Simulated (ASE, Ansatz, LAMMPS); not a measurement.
# Convergence of a linear-scaling basis for (4,4) carbon nanotube in a second wall (156 atoms), part 2 of 2

Wanted: errors and times of a linear-scaling basis for (4,4) carbon nanotube in a second wall (156 atoms). A setting counts as converged where the r.m.s. difference of forces stays under 1 % of the r.m.s. force.

Ansatz 0.2.0; Kohn-Sham DFT, r2SCAN+D4, PAW (set soft_2), plane waves.

The cell: 156 C. Beside vacuum, support functions can miss their usual error bounds without a warning. Sampling is at Γ alone, for a cell whose periodic width is 7 Å.

So far. Step 3 (Plane-wave single point): Löwdin charges run from +0.04 to +0.04 e, about a mean that is the spilled charge alone. Within 0.4 eV of the Fermi level the largest share is C p (100 % of the projected weight).

## (4) Local order

Bonds and neighbours are counted at the geometry of the runs.

Normalised to the volume that the atoms fill. Pair distribution function in bins of 0.2 Å:

| r (Å) | total |
| --- | --- |
| 1.40 | 5.40 |
| 1.60 | 0.00 |
| 1.80 | 0.00 |
| 2.00 | 0.00 |
| 2.20 | 0.00 |
| 2.40 | 3.71 |
| 2.60 | 0.00 |
| 2.80 | 1.39 |
| 3.00 | 0.00 |
| 3.20 | 0.00 |
| 3.40 | 0.30 |
| 3.60 | 1.79 |
| 3.80 | 1.07 |
| 4.00 | 0.21 |
| 4.20 | 1.83 |
| 4.40 | 0.40 |
| 4.60 | 0.54 |
| 4.80 | 1.06 |
| 5.00 | 1.36 |
| 5.20 | 0.57 |
| 5.40 | 0.42 |
| 5.60 | 0.65 |
| 5.80 | 0.35 |
| 6.00 | 0.78 |
| 6.20 | 0.97 |
| 6.40 | 0.89 |
| 6.60 | 0.37 |
| 6.80 | 0.25 |

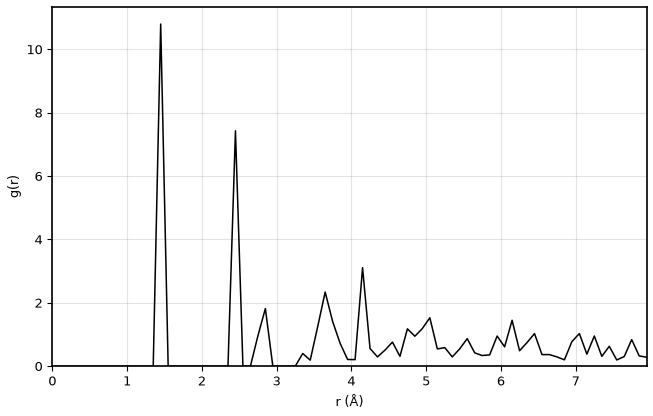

Pair distribution functions.

Bonds by pair of elements; cutoffs follow the first minimum of g(r), held within bounds set by covalent radii, and pairs that aren't listed don't count as bonded:

```
pair A-B  cutoff (Å)  bonds  mean length (Å)  spread (Å)  shortest (Å)  B about A  A about B
     C-C        1.82    234             1.40       0.003           1.4          3          3
```

How many atoms have how many bonded neighbours:

```csv
element,mean,3
C,3,156
```

Bond angles, per cent of each kind in bins of 5°:

| angle (°) | C-C-C |
| --- | --- |
| 115–120 | 76.9 |
| 120–125 | 23.1 |

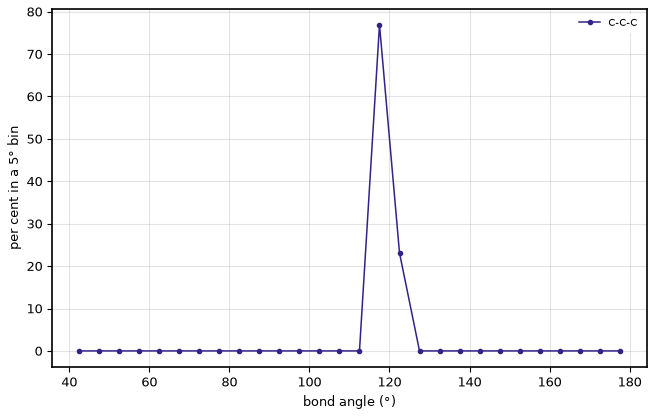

Distributions of the most common bond angles.

Bond angles (no mean is given where the spread exceeds 20°):

| angle | count | mean (°) | spread (°) |
| --- | --- | --- | --- |
| C-C-C | 468 | 119 | 0.8 |

With the cutoffs above, all C atoms have 3 bonded neighbours. The C-C-C angle averages 119° with a spread of 0.8°.

The surroundings of C7, which bears the longest force, nearest first, numbered as they follow in the input and with coordinates relative to it.

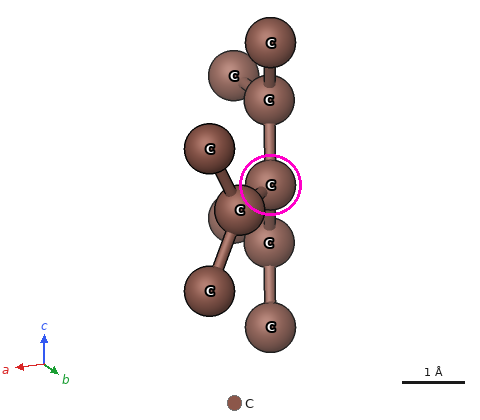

The atoms of the table, within 2.4 Å (arrows a, b, c point along x, y, z); some may hide others; the central atom is ringed.

```csv
atom,x,y,z,distance (Å),bonds,Löwdin charge (e),Fx,Fy,Fz (eV/Å)
C7,0.00,0.00,0.00,0.00,3,0.04,0.21,0.63,0.00
C112,-0.27,-0.66,-1.21,1.41,3,0.04,-0.33,-0.57,0.00
C6,0.99,1.00,0.00,1.41,3,0.04,-0.61,-0.21,0.00
C8,-0.27,-0.66,1.21,1.41,3,0.04,-0.33,-0.57,0.00
C109,1.65,1.27,-1.21,2.41,3,0.04,0.56,0.29,0.00
C5,1.65,1.27,1.21,2.41,3,0.04,0.56,0.29,0.00
C113,-0.27,-2.06,-1.21,2.41,3,0.04,-0.33,0.57,0.00
C9,-0.27,-2.06,1.21,2.41,3,0.04,-0.33,0.57,0.00
C111,0.00,0.00,-2.43,2.43,3,0.04,0.21,0.63,0.00
C59,0.00,0.00,2.43,2.43,3,0.04,0.21,0.63,0.00
```

The column of bonds counts only the pairs C-C within 1.82 Å; other neighbours, such as metal atoms beside each other in a compound, aren't counted, and periodic images can show an atom twice.

## (5) Support functions medium

With localised support functions most steps grow linearly with size, though the diagonalisation grows faster unless the density matrix is cut; this run measures error and cost at this size.

This step: Kohn-Sham DFT, r2SCAN+D4, PAW (set soft_2), localised support functions (medium) (Ansatz 0.2.0).

Contents of input.yaml:

```yaml
crystal:
  lattice:
    - [22.12389, 0.0, 0.0]
    - [0.0, 22.18577, 0.0]
    - [0.0, 0.0, 7.28078]
  atoms:
    [... the 156 atom lines of step 3 ...]
kpoints:
  mp_grid: { grid: [1, 1, 1] }
hamiltonian:
  xc: r2scan
  dispersion: d4
scf:
  occupations: { method: gaussian, width: 0.025 }
  eigensolver: { kind: { support_functions: { accuracy: medium } } }
  mixing: { beta: 0.2 }
  max_iter: 150
output:
  forces: true
  eigenvalues: true
```

Run with:

```bash
$ ansatz run input.yaml --threads 8 --pin off --max-ram 15872MiB --backend cpu --events-out ev --progress --plain --runs-dir out
```

Output:

```text
Warning: scf.eigensolver.kind.support_functions: disabling space-group detection — the functions' gradient is summed over unrotated k-points, so no spatial operation reduces the k-mesh or symmetrises the density; time reversal is kept, so that k and −k are solved as one point where they differ and the mesh holds both, and exact exchange and, on two spinor components, a DFT+U term hold to it where the run has them: [...]
settings of this run that can trade accuracy for cost: scf.eigensolver.kind.support_functions [...]
[...]
Crystal: 156 atoms, lattice volume = 3573.666 Å³
Basis set: ecut = 500 eV, 90759 PW (Γ), exchange–correlation on 540×540×180 points (27 copies of the dense FFT grid, shifted against one another)
Bands: 375, of which v1, the nominal top of the filled ones, is band 312 counted from 1 (311 counted from 0)
Symmetry: 1 space group operations
k-points: 1
[...]
SCF iter   1: F=—  HF=-39249.497193 eV  |F-HF|=—  |Δ(HF+E_count)|=         —  Δρ=6.95e-2  dr2=1.70e2  dr2_τ=5.11e1  ethr=1.00e-1
[...]
SCF iter  27: F=—  HF=-39235.392999 eV  |F-HF|=—  |Δ(HF+E_count)|=   3.21e-5  Δρ=5.13e-7  dr2=2.46e-8  dr2_τ=8.03e-11  ethr=6.63e-12  κ⁻¹=3.6e-5(r=7)
SCF iter  28: F=-39235.393030 eV  HF=-39235.393028 eV  |F-HF|=1.57e-6  |Δ(HF+E_count)|=   2.97e-5  Δρ=3.18e-7  dr2=9.15e-9  dr2_τ=2.25e-10  ethr=3.94e-12
SCF 1 converged in 28 iterations: F = -39235.393989 eV  dr2 = 9.15e-9
[...]
SCF converged after 28 iterations
Stability not checked: this state was not tested for a lower state beside it, because the mixer in use, unlike msr1, does not test its closes by its own steps (another_mixer; see scf.mixing.algorithm and scf.lower_state_search)
Free energy (F): -39235.393989 eV
[...]
Internal energy: -39235.369146 eV  (E = F + TS)
E sigma→0 (E₀):  -39235.381567 eV
Entropy (-TS):   -0.024843 eV (-0.159 meV/atom)
Fermi energy:    0.214168 eV
[...]
Σ components = -39235.393989   (vs F -39235.393989, Δ=0.00e0)
--- Forces (eV/Å), atoms counted from 1 ---
  atom   1  C      0.27900346    -0.58790473     0.00028570
  atom   2  C     -0.17861732     0.60595916     0.00212567
  atom   3  C      0.63310632    -0.17700384     0.00212869
  atom   4  C     -0.58388371     0.30856397     0.00029671
[...]
atom 156  C      0.19432733     0.14803344     0.00004082
  max |Σ_I F_I| component: 4.54e-2 eV/Å
--- Band table (eV) ---
[...]
```

Elapsed: 8.1 min, on 8 threads of Arm Neoverse V2, shared host; peak memory 12 GiB; 64 min of CPU time.

The program notes that the band table was not solved further than the SCF left it and it switched symmetry off. Further notices: vacuum switching off with vacuum.

Keys that differ from the reference: support_functions.accuracy = "medium", scf.max_iter = 150 and scf.mixing.beta = 0.2.

Forces differ from the reference by 1.2 meV/Å r.m.s., 0.49 % of their size, within a tolerance of 1 %; the energy by -3.2 meV/atom. It took 8.1 min and 28 cycles; the reference's time can't be set against it, since the two runs asked for unlike analyses.

## (6) All settings compared

Differences are against the plane-wave reference (Kohn-Sham DFT, r2SCAN+D4, PAW (set soft_2), plane waves), whose r.m.s. force component is 0.239 eV/Å. Energies are set beside the reference only for runs with its functional, potentials and electron count. Times are for 8 threads of Arm Neoverse V2, shared host. The reference's time includes the DOS and grids, which some other runs skip.

```
                     run  Δ force, r.m.s. (meV/Å)  share of r.m.s. force (%)  Δ energy (meV/atom)  cycles     time  host memory (GiB)
               reference                        -                          -                    -      12     82 s                9.3
support functions medium                     1.17                      0.490                -3.17      28  8.1 min                 12
```

## (7) What came out

| Property | Result |
| --- | --- |
| free energy per atom | -251.5058 eV/atom |
| r.m.s. force component | 0.2391 eV/Å |
| wall time of the 2 DFT runs | 9.5 min |

**Reading.** Against plane waves at 500 eV, the forces differ by 1.2 meV/Å (0.49 %) with support functions medium. At 156 atoms the run with support functions medium takes roughly 5.9 times the time of plane waves (whose run also made extra analyses, so the like-for-like ratio is larger), in 28 SCF cycles against 12. Differences between support functions and plane waves include what basis error the plane-wave run still has.

No gap is quoted: a carbon tube of such indices can be metallic, and the k-points needn't hold the crossing of its bands. With the cutoffs above, all C atoms have 3 bonded neighbours.

Caveats: The geometry was minimised with a classical potential and isn't relaxed at this level: its force components are 0.24 eV/Å r.m.s.

[Logs are printed without paths, hosts, clocks, repeated set-up lines and the standing remarks that a program may print on its own settings, such as how far it seeks lower states.]

[Hosts, paths, dates, database ids (printed as entryN), source tags and the programs' standing remarks are cut or masked in the printed files.]
